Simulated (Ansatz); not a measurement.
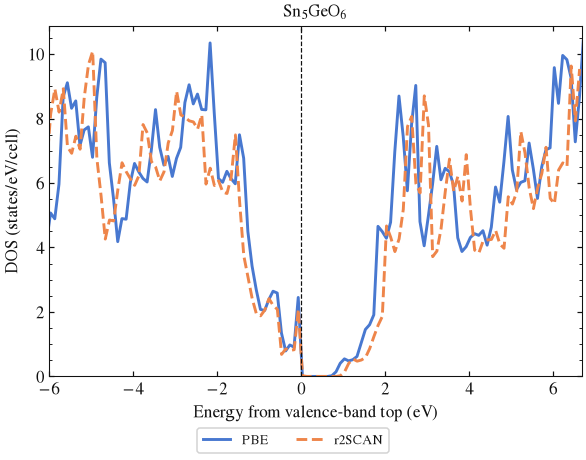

Total densities of states of Sn5GeO6, space group P4mm (No. 99), 12 atoms in the cell, by two methods on the same cell. Each is counted from its own valence-band top.

How do the methods compare?

Answer. PBE gives a gap of 0.69 eV and r2SCAN gives a gap of 0.89 eV.

Settings. PBE: DFT PBE, scalar-relativistic, plane waves, PAW, no spin polarisation, 8×8×2 k mesh, 420 eV cutoff (Ansatz). r2SCAN: DFT r2SCAN, scalar-relativistic, plane waves, PAW, no spin polarisation, 8×8×2 k mesh, 500 eV cutoff, Gaussian smearing of 0.02 eV (Ansatz).

The structure is an invented one, so it need not be a known or stable phase.
